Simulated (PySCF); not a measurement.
**C₆H₉ClSi: density, localisation and related maps**

```xyz
17

C     1.7478   -0.2282   -1.4559
C     1.3435   -0.4631   -0.2275
Si    1.1769   -1.4811    1.3182
C     0.5668    0.2689    0.8411
C    -0.8751    0.5597    0.6097
Cl   -1.7324    0.8362    2.1436
C    -1.3681    1.3537   -0.5610
C    -1.6680   -0.1163   -0.4609
H     2.3243   -0.9507   -2.0129
H     1.5303    0.6969   -1.9731
H     0.1924   -2.5459    1.3342
H     2.3060   -1.5755    2.2241
H     1.0865    1.1299    1.2573
H    -2.1763    2.0517   -0.4048
H    -0.6381    1.6802   -1.2855
H    -1.1417   -0.7929   -1.1178
H    -2.6817   -0.4117   -0.2387
```

Geometry: GFN2-xTB.

Method: PBE0/pcSseg-1, SCF density, gas phase, non-relativistic in PySCF 2.14.0.

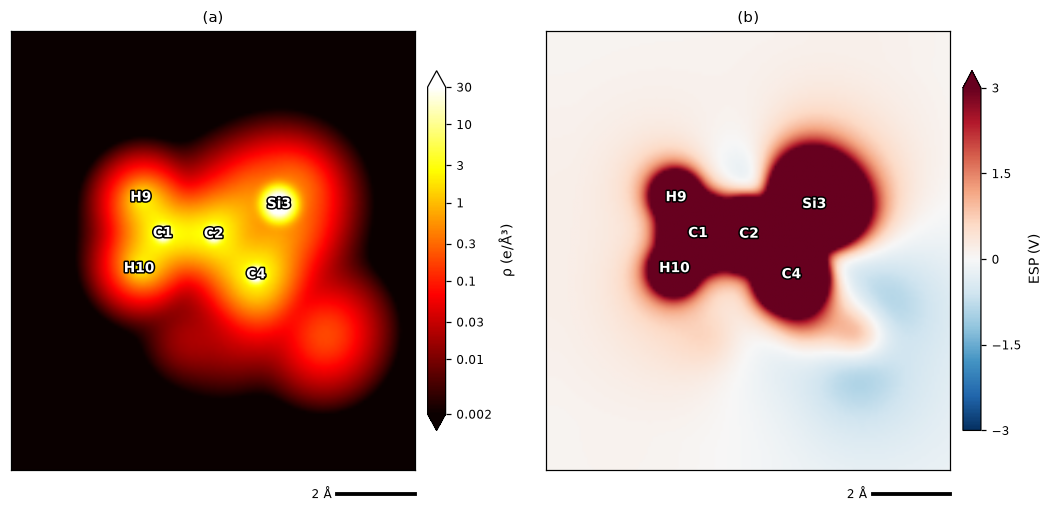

Figure 1. (a) total electron density; (b) molecular electrostatic potential on the plane of atoms C2, Si3 and C4.

What does the map show?

Answer.
- The section cuts through C, Si and H sites.
- C–C (1.31 Å): ρ is about 2.3 e/Å³ halfway.
- C–Si (1.86 Å): the density is about 0.85 e/Å³ at the midpoint.
- C–H (1.08 Å): ρ is about 2 e/Å³ halfway.
- C–C (1.51 Å): ρ at the midpoint is about 1.6 e/Å³.
- C–Si (1.91 Å): the density is about 0.81 e/Å³ at the midpoint.
- Outside the dense part of the molecule the potential is most negative (−0.9 V) near Cl6, which lies off the plane.

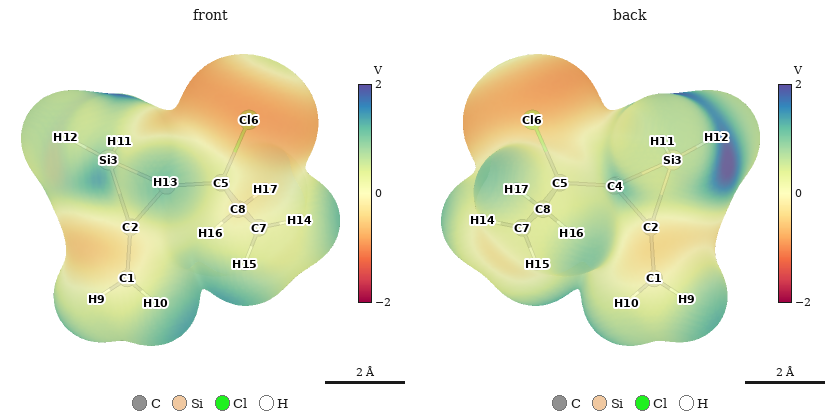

Figure 2. The molecular electrostatic potential painted on the density surface at 0.004 e/bohr³, seen from the front and from behind; red is negative and blue positive.

Describe the electrostatic potential map.

Answer. The most negative region (about −0.9 V) lies over Cl6, the most positive (about +1.9 V) over Si3. Cl6 shows a σ-hole: about +0.4 V at the tip opposite its bond, against about −0.8 V on its flanks.
